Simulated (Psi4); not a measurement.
# CH4AlClO (SMILES C[O][AlH][Cl]): a chain of runs

Aim: a structure relaxation (PBE0-D4/def2-TZVP), then the harmonic vibrations of CH4AlClO. 

Program for the calculation: Psi4 1.11.

## 1. The molecule

CH4AlClO has 8 atoms, charge 0, and is taken as a singlet. SMILES: `C[O][AlH][Cl]`. Geometry: relaxed at PBE0-D4/def2-TZVP. This is one conformer, not always the lowest. The run starts from this shape.

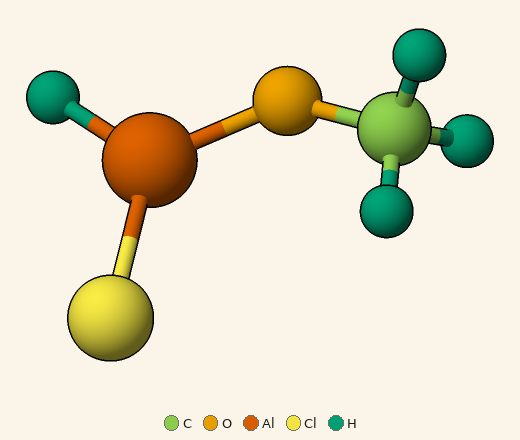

Viewed from a chosen angle; carbon green, oxygen amber, aluminium orange, chlorine yellow, hydrogen teal.

## 2. A structure relaxation at PBE0-D4/def2-TZVP (density fitting) (run 1)

Contents of job.dat:

```
memory 1600 MB

molecule mol {
  0 1
  C
  O 1 R2
  Al 2 R3 1 A3
  Cl 3 R4 2 A4 1 D4
  H 1 R5 2 A5 3 D5
  H 1 R6 5 A6 2 D6
  H 1 R7 5 A7 6 D7
  H 3 R8 2 A8 1 D8

  R2 = 1.399641
  R3 = 1.672278
  A3 = 136.49692
  R4 = 2.096715
  A4 = 118.94137
  D4 = -0.00159
  R5 = 1.094322
  A5 = 109.86062
  D5 = -120.25771
  R6 = 1.095722
  A6 = 108.32923
  D6 = -123.03375
  R7 = 1.094272
  A7 = 108.04102
  D7 = -117.15187
  R8 = 1.563265
  A8 = 119.76069
  D8 = 179.99979
}

set globals {
  basis        def2-TZVP
  reference    rks
  geom_maxiter 60
}

optimize('pbe0-d4')
```

Run with:

```sh
$ psi4 -n 1 job.dat job.out
```

job.out:

```text
Psi4 1.11 release

gradient() will perform analytic gradient computation.

   => Loading Basis Set <=

    Name: DEF2-TZVP
    Role: ORBITAL
    Keyword: BASIS

   => PBE0-D4(BJ,EEQ)ATM: Empirical Dispersion <=

        a1 =       0.400856
        a2 =       5.029288
       alp =      16.000000
        s6 =       1.000000
        s8 =       1.200655
        s9 =       1.000000
        ga =       3.000000
        gc =       2.000000
        wf =       6.000000

         ---------------------------------------------------------
                                   SCF
                              RKS Reference
                        1 Threads,   1525 MiB Core
         ---------------------------------------------------------

  ==> Geometry <==

    Molecular point group: c1
    Full point group: C1

    Geometry (in Angstrom), charge = 0, multiplicity = 1:

       Center              X                  Y                   Z               Mass
    ------------   -----------------  -----------------  -----------------  -----------------
         C            0.000018096636     1.521138699577    -1.795960180890    12.000000000000
         O            0.000018096636     1.521138699577    -0.396319180890    15.994914619570
         AL           0.000018096636     0.369953280425     0.816646539985    26.981538530000
[... 4 lines of this table left out ...]
         H            0.000023070595     0.820120644704     2.313692566111     1.007825032230

  Running in c1 symmetry.

  Rotational constants: A =      0.30895  B =      0.08236  C =      0.06583 [cm^-1]
  Rotational constants: A =   9262.11434  B =   2469.22341  C =   1973.56543 [MHz]
  Nuclear repulsion =  196.040747010060699

  Charge       = 0
  Multiplicity = 1
  Electrons    = 48
  Nalpha       = 24
  Nbeta        = 24

  ==> Algorithm <==

  SCF Algorithm Type is DF.
  DIIS enabled.
  MOM disabled.
  Fractional occupation disabled.
  Guess Type is SAD.
  Energy threshold   = 1.00e-08
  Density threshold  = 1.00e-08
  Integral threshold = 1.00e-12

  ==> Primary Basis <==

  Basis Set: DEF2-TZVP
    Blend: DEF2-TZVP
    Number of shells: 64
    Number of basis functions: 160
    Number of Cartesian functions: 180
    Spherical Harmonics?: true
    Max angular momentum: 3

  ==> DFT Potential <==

   => LibXC <=

    Version 7.1.2

   => Composite Functional: PBE0-D4BJEEQATM <=

    PBE0-d4bjeeqatm Hyb-GGA Exchange-Correlation Functional

    Deriv               =              1
    GGA                 =           TRUE
    Meta                =          FALSE

    Exchange Hybrid     =           TRUE
    MP2 Hybrid          =          FALSE

   => Exchange Functionals <=

    0.7500   Perdew, Burke & Ernzerhof

   => Exact (HF) Exchange <=

    0.2500               HF

   => Correlation Functionals <=

    1.0000   Perdew, Burke & Ernzerhof

   => LibXC Density Thresholds  <==

    XC_HYB_GGA_XC_PBEH:  1.00E-15

   => Molecular Quadrature <=

    Radial Scheme          =       TREUTLER
    Pruning Scheme         =           NONE
    Nuclear Scheme         =       TREUTLER

    Blocking Scheme        =         OCTREE
    BS radius alpha        =              1
    Pruning alpha          =              1
    Radial Points          =             75
    Spherical Points       =            302
    Total Points           =         173053
    Total Blocks           =           1379
    Max Points             =            256
    Max Functions          =            154
    Weights Tolerance      =       1.00E-15

   => Loading Basis Set <=

    Name: (DEF2-TZVP AUX)
    Role: JKFIT
    Keyword: DF_BASIS_SCF

  ==> Integral Setup <==

  DFHelper Memory: AOs need 0.094 GiB; user supplied 0.539 GiB.
  SCF_SUBTYPE=INCORE selected. In-core MEM_DF algorithm will be used.
  Using in-core AOs.

  ==> MemDFJK: Density-Fitted J/K Matrices <==

    J tasked:                   Yes
    K tasked:                   Yes
    wK tasked:                   No
    Memory [MiB]:               551
    Algorithm:                 Core
    Schwarz Cutoff:           1E-12
    Mask sparsity (%):       4.9844
    Fitting Condition:        1E-10

   => Auxiliary Basis Set <=

  Basis Set: (DEF2-TZVP AUX)
    Blend: DEF2-UNIVERSAL-JKFIT
    Number of shells: 150
    Number of basis functions: 480
    Number of Cartesian functions: 572
    Spherical Harmonics?: true
    Max angular momentum: 4

  Cached 100.0% of DFT collocation blocks in 0.579 [GiB].

  Minimum eigenvalue in the overlap matrix is 1.4804027237E-03.
  Reciprocal condition number of the overlap matrix is 2.0665816776E-04.
    Using symmetric orthogonalization.

  ==> Pre-Iterations <==

  SCF Guess: Superposition of Atomic Densities via on-the-fly atomic UHF (no occupation information).

   -------------------------
    Irrep   Nso     Nmo
   -------------------------
     A        160     160
   -------------------------
    Total     160     160
   -------------------------

  ==> Iterations <==

                           Total Energy        Delta E     RMS |[F,P]|

   @DF-RKS iter SAD:  -817.46391977042322   -8.17464e+02   0.00000e+00
[... 1 line left out ...]
   @DF-RKS iter   2:  -817.30021067489417    5.82047e-01   8.74545e-03 DIIS/ADIIS
[... 1 line left out ...]
   @DF-RKS iter   4:  -818.14798312779965   -2.17010e-02   3.95403e-04 DIIS/ADIIS
[... 1 line left out ...]
   @DF-RKS iter   6:  -818.14967099094122   -1.58182e-04   2.35300e-05 DIIS
[... 1 line left out ...]
   @DF-RKS iter   8:  -818.14967701471676   -3.36985e-07   6.13184e-07 DIIS
[... 1 line left out ...]
   @DF-RKS iter  10:  -818.14967702034289   -7.59542e-10   7.21150e-08 DIIS
[... 1 line left out ...]
   @DF-RKS iter  12:  -818.14967702039871   -1.25056e-12   4.00656e-09 DIIS
[... 27 lines left out ...]
    Final Occupation by Irrep:
[... 9 lines left out ...]
    Nuclear Repulsion Energy =            196.0407470100606986
[... 1 line left out ...]
    Two-Electron Energy =                 553.7096542083580744
[... 1 line left out ...]
    Empirical Dispersion Energy =          -0.0045136257086439
[... 1 line left out ...]
    Total Energy =                       -818.1496770203987126
[... 15 lines left out ...]
 Dipole Y            :         -5.9500037            6.2636155            0.3136118
[... 107 lines left out ...]
    Weights Tolerance      =       1.00E-15
[... 49 lines left out ...]
	Measures of convergence in internal coordinates in au.
[... 6 lines left out ...]
	  Convergence Criteria     1.00e-06 *    3.00e-04 *             o    1.20e-03 *             o~
[... 232 lines left out ...]
                           Total Energy        Delta E     RMS |[F,P]|
[... 2 lines left out ...]
   @DF-RKS iter   1:  -818.14967693431868   -1.44463e-04   1.08682e-06 DIIS
[... 1 line left out ...]
   @DF-RKS iter   3:  -818.14967695974042   -2.22906e-09   2.85101e-07 DIIS
[... 1 line left out ...]
   @DF-RKS iter   5:  -818.14967696051735   -1.19030e-10   3.37120e-08 DIIS
[... 1 line left out ...]
  Energy and wave function converged.
[... 32 lines left out ...]
  @DF-RKS Final Energy:  -818.14967696052952
[... 4 lines left out ...]
    One-Electron Energy =               -1520.8357289727987336
[... 1 line left out ...]
    DFT Exchange-Correlation Energy =     -46.9816789888601676
[... 1 line left out ...]
    VV10 Nonlocal Energy =                  0.0000000000000000
[... 15 lines left out ...]
 Dipole X            :         -0.0010314            0.0015928            0.0005614
[... 1 line left out ...]
 Dipole Z            :          4.7470080           -5.0020565           -0.2550485
[... 10 lines left out ...]
  ==> Geometry <==

    Molecular point group: c1
    Full point group: C1

    Geometry (in Angstrom), charge = 0, multiplicity = 1:

       Center              X                  Y                   Z               Mass
    ------------   -----------------  -----------------  -----------------  -----------------
         C            0.000323347295     1.520835620182    -1.797955856341    12.000000000000
         O            0.000323347295     1.520835620182    -0.398066619996    15.994914619570
         AL           0.000323347295     0.370691590514     0.815872616912    26.981538530000
[... 4 lines of this table left out ...]
         H            0.000416886999     0.823801263077     2.312165406399     1.007825032230

  Nuclear repulsion =  196.001778273267348

  ==> Basis Set <==

  Basis Set: DEF2-TZVP
    Blend: DEF2-TZVP
    Number of shells: 64
    Number of basis functions: 160
    Number of Cartesian functions: 180
    Spherical Harmonics?: true
    Max angular momentum: 3

  ==> DFJKGrad: Density-Fitted SCF Gradients <==

    Gradient:                    1
    J tasked:                  Yes
    K tasked:                  Yes
    wK tasked:                  No
    Integrals threads:           1
    Memory [MiB]:             1144
    Schwarz Cutoff:          1E-12
    Fitting Condition:       1E-10

   => Auxiliary Basis Set <=

  Basis Set: (DEF2-TZVP AUX)
    Blend: DEF2-UNIVERSAL-JKFIT
    Number of shells: 150
    Number of basis functions: 480
    Number of Cartesian functions: 572
    Spherical Harmonics?: true
    Max angular momentum: 4

  ==> DFT Potential <==

   => LibXC <=

    Version 7.1.2

   => Composite Functional: PBE0-D4BJEEQATM <=

    PBE0-d4bjeeqatm Hyb-GGA Exchange-Correlation Functional

    Deriv               =              1
    GGA                 =           TRUE
    Meta                =          FALSE

    Exchange Hybrid     =           TRUE
    MP2 Hybrid          =          FALSE

   => Exchange Functionals <=

    0.7500   Perdew, Burke & Ernzerhof

   => Exact (HF) Exchange <=

    0.2500               HF

   => Correlation Functionals <=

    1.0000   Perdew, Burke & Ernzerhof

   => LibXC Density Thresholds  <==

    XC_HYB_GGA_XC_PBEH:  1.00E-15

   => Molecular Quadrature <=

    Radial Scheme          =       TREUTLER
    Pruning Scheme         =           NONE
    Nuclear Scheme         =       TREUTLER

    Blocking Scheme        =         OCTREE
    BS radius alpha        =              1
    Pruning alpha          =              1
    Radial Points          =             75
    Spherical Points       =            302
    Total Points           =         173062
    Total Blocks           =           1387
    Max Points             =            256
    Max Functions          =            154
    Weights Tolerance      =       1.00E-15

  -Total Gradient:
     Atom            X                  Y                   Z
    ------   -----------------  -----------------  -----------------
       1        0.000001556971    -0.000045308317     0.000009849417
       2       -0.000012440096     0.000114494363    -0.000047611868
       3        0.000016636456     0.000042833083     0.000019802958
[... 4 lines of this table left out ...]
       8       -0.000006105991     0.000036049984    -0.000003542796

	total time  =          6 seconds =       0.10 minutes

    			-----------------------------------------

    			 OPTKING 3.0: for geometry optimizations

    			        with contributions from

    			-----------------------------------------

	                            ===> Fragment 1 <==

	 Z (Atomic Numbers)          Masses                          Geom
	       6.000000            12.000000          0.00061104  2.87396280 -3.39764415
	       8.000000            15.994915          0.00061104  2.87396280 -0.75223689
	      13.000000            26.981539          0.00061104  0.70050558  1.54177580
[... 4 lines of this table left out ...]
	       1.000000             1.007825          0.00078780  1.55675877  4.36935937

	 - Coordinate -           - BOHR/RAD -       - ANG/DEG -
	 R(1,2)           =         2.645407           1.399889
	 R(1,5)           =         2.067762           1.094213
	 R(1,6)           =         2.070561           1.095693
[... 18 lines of this table left out ...]
	 D(3,2,1,7)       =         2.111139         120.959359

	        --- Internal Coordinate Step in ANG or DEG, aJ/ANG or AJ/DEG ---
	-------------------------------------------------------------------------------
	           Coordinate      Previous         Force          Change          New
	           ----------      --------        ------          ------        ------
	               R(1,2)       1.39989       -0.00010        0.00009       1.39998
	               R(1,5)       1.09421       -0.00003       -0.00006       1.09415
	               R(1,6)       1.09569       -0.00007       -0.00004       1.09566
[... 18 lines of this table left out ...]
	           D(3,2,1,7)     120.95936       -0.00000       -0.14584     120.81352
	-------------------------------------------------------------------------------

	                                 ==> Convergence Check <==

	Measures of convergence in internal coordinates in au.

	Criteria marked as inactive (o), active & met (*), and active & unmet ( ).

	----------------------------------------------------------------------------------------------
	   Step    Total Energy     Delta E     Max Force     RMS Force      Max Disp      RMS Disp
	----------------------------------------------------------------------------------------------
	  Convergence Criteria     1.00e-06 *    3.00e-04 *             o    1.20e-03 *             o
	----------------------------------------------------------------------------------------------
	     2    -818.14967696    5.99e-08 *    1.67e-04 *    5.07e-05 o    2.61e-03      1.14e-03 o  ~
	----------------------------------------------------------------------------------------------

Next Geometry in Ang
	Fragment 1 (Ang)

	    C   0.0005501965   1.5212875249  -1.7983349446
	    O   0.0006255056   1.5193237738  -0.3983604927
	   Al  -0.0002435484   0.3694586348   0.8157348834
[... 4 lines of this table left out ...]
	    H   0.0016804574   0.8253159884   2.3112499273

    Final optimized geometry and variables:
    Molecular point group: c1
    Full point group: C1

    Geometry (in Angstrom), charge = 0, multiplicity = 1:

    C
    O             1          R2
    AL            2          R3      1          A3
    CL            3          R4      2          A4      1          D4
    H             1          R5      2          A5      3          D5
    H             1          R6      5          A6      2          D6
    H             1          R7      5          A7      6          D7
    H             3          R8      2          A8      1          D8

    A3        =  136.5457616613
    A4        =  118.9820363763
    A5        =  109.8666816333
    A6        =  108.3206920914
    A7        =  108.0210043940
    A8        =  119.6983192182
    D4        =   -0.0273082332
    D5        = -120.3434889534
    D6        = -123.0506755207
    D7        = -117.1311316223
    D8        =  179.9960535431
    R2        =    1.3998892363
    R3        =    1.6722678493
    R4        =    2.0970564656
    R5        =    1.0942127879
    R6        =    1.0956934781
    R7        =    1.0941965623
    R8        =    1.5633939030

    Psi4 run time: 0:00:36.12
```

On the terminal:

```text
Optimizer: Optimization complete!
```

It took 38 s on 1 thread of Intel Xeon Platinum 8259CL at 2.50GHz (Skylake/Cascade Lake), shared host; peak memory 0.96 GiB.

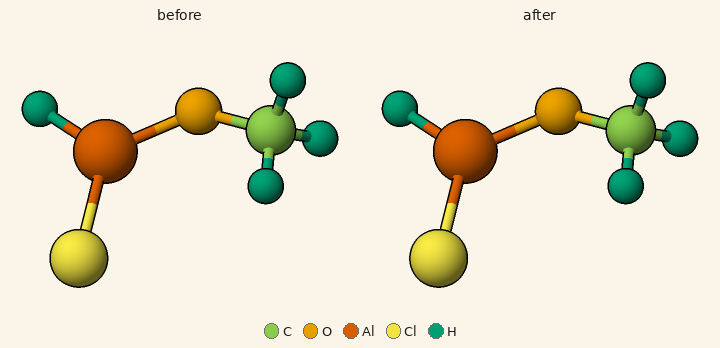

Before and after, at one scale.

After the run. Bond lengths: C1–O2 1.400 Å, O2–Al3 1.672 Å, Al3–Cl4 2.097 Å, C1–H5 1.094 Å, C1–H6 1.096 Å, C1–H7 1.094 Å, Al3–H8 1.563 Å. Angles: C1–O2–Al3 136.5°, O2–Al3–Cl4 119.0°, O2–C1–H5 109.9°, O2–C1–H6 112.3°, O2–C1–H7 109.9°, O2–Al3–H8 119.7°, Cl4–Al3–H8 121.3°, H5–C1–H6 108.3°, H5–C1–H7 108.0°, H6–C1–H7 108.3°.

## 3. The harmonic vibrations at PBE0-D4/def2-TZVP (density fitting) (run 2)

Contents of ch4alclo.in:

```
memory 1600 mb

molecule molecule1 {
  0 1
  C      0.131098     1.252239     0.263519
  O      0.644289     0.053426    -0.245572
  Al     0.103639    -1.518626    -0.426762
  Cl    -1.828319    -2.010090     0.224121
  H      0.118677     2.014477    -0.521427
  H     -0.888115     1.138450     0.649265
  H      0.768237     1.613710     1.076328
  H      1.040452    -2.590198    -1.073533
}

set {
  basis def2-TZVP
  t 700.0
  rotational_symmetry_number 1
}

e, wfn = freq("pbe0-d4", return_wfn=True)
print_variables()
```

Run with:

```sh
$ psi4 -n 1 ch4alclo.in ch4alclo.out
```

ch4alclo.out, shortened:

```text
[...]
  Running in c1 symmetry.
[...]
  Nuclear repulsion =  196.001765206803867
[...]
  Multiplicity = 1
[...]
  Nalpha       = 24
  Nbeta        = 24
[...]
    Number of basis functions: 160
[...]
   @DF-RKS iter   1:  -817.88231391302554   -4.19033e-01   5.13975e-03 DIIS/ADIIS
[...]
   @DF-RKS iter  12:  -818.14967546726791   -1.81899e-12   4.00704e-09 DIIS
[...]
  @DF-RKS Final Energy:  -818.14967546726791
   => Energetics <=
    Nuclear Repulsion Energy =            195.9926309142781236
    One-Electron Energy =               -1520.8170137020679249
    Two-Electron Energy =                 553.6603915539270702
    DFT Exchange-Correlation Energy =     -46.9811721747660229
    Empirical Dispersion Energy =          -0.0045120586392015
    VV10 Nonlocal Energy =                  0.0000000000000000
    Total Energy =                       -818.1496754672679117
[...]
  -Total Gradient:
     Atom            X                  Y                   Z
    ------   -----------------  -----------------  -----------------
       1       -0.000442747916    -0.000213959374    -0.000667730693
       2        0.000079403804     0.000039689458    -0.000031355587
       3       -0.000068852232     0.000142776844     0.000099078350
       4        0.000073454767     0.000040030232    -0.000031303698
       5       -0.000068471943     0.000028991619    -0.000042277760
       6        0.000023160549     0.000047510885     0.000043356374
       7        0.000434382049     0.000288954971     0.000730100905
       8        0.000157801933    -0.000122391948    -0.000110908769
[...]
  ==> Harmonic Vibrational Analysis <==
[...]
  Freq [cm^-1]                 86.0413             90.8054             160.8834
[...]
  IR activ [km/mol]             0.0012              5.0764              9.6230
[...]
  Freq [cm^-1]                 270.3140            468.9411            509.3490
[...]
  IR activ [km/mol]            18.9698             126.6312            51.9569
[...]
  Freq [cm^-1]                 635.3439            754.7644           1181.7541
[...]
  IR activ [km/mol]            98.3700             167.0645            75.0008
[...]
  Freq [cm^-1]                1191.2357           1231.9254           1485.4532
[...]
  IR activ [km/mol]             0.1189             228.6035             2.0605
[...]
  Freq [cm^-1]                1496.1982           1501.0969           2011.8532
[...]
  Freq [cm^-1]                3017.1751           3085.1917           3092.8160
[...]
```

On the terminal:

```text
Warning: used thermodynamics relations inappropriate for low-frequency modes: ['86.0413' '90.8054' '160.8834' '270.3140' '468.9411' '509.3490']
```

Run time: 13 min. Hardware: 1 thread of Intel Xeon Platinum 8259CL at 2.50GHz (Skylake/Cascade Lake), shared host; peak memory 1 GiB.

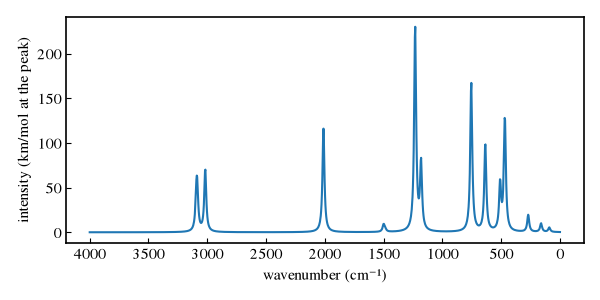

Harmonic infrared spectrum, unscaled, lines broadened by 10 cm⁻¹.

## 4. Outcome

```
                                                                        quantity              value
                               run 1, PBE0-D4/def2-TZVP: total energy at the end      -818.14968 Eh
                                         run 1, PBE0-D4/def2-TZVP: dipole moment             1.03 D
                                           run 1, PBE0-D4/def2-TZVP: HOMO energy           -8.47 eV
                                           run 1, PBE0-D4/def2-TZVP: LUMO energy           -0.74 eV
                                         run 1, PBE0-D4/def2-TZVP: HOMO–LUMO gap            7.72 eV
                                     run 1, PBE0-D4/def2-TZVP: dispersion energy      -11.85 kJ/mol
                            run 2, PBE0-D4/def2-TZVP: lowest harmonic wavenumber            86 cm⁻¹
                           run 2, PBE0-D4/def2-TZVP: highest harmonic wavenumber          3093 cm⁻¹
                                     run 2, PBE0-D4/def2-TZVP: zero-point energy       133.2 kJ/mol
run 2, PBE0-D4/def2-TZVP: ideal-gas entropy at 700 K (symmetry number 1 as used)  101.1 cal/(mol K)
```

The optimisation (run 1, PBE0-D4/def2-TZVP) took 2 steps and changed the energy by +0.000 eV. All 18 modes (run 2, PBE0-D4/def2-TZVP) are real, so the shape is a minimum at this level.
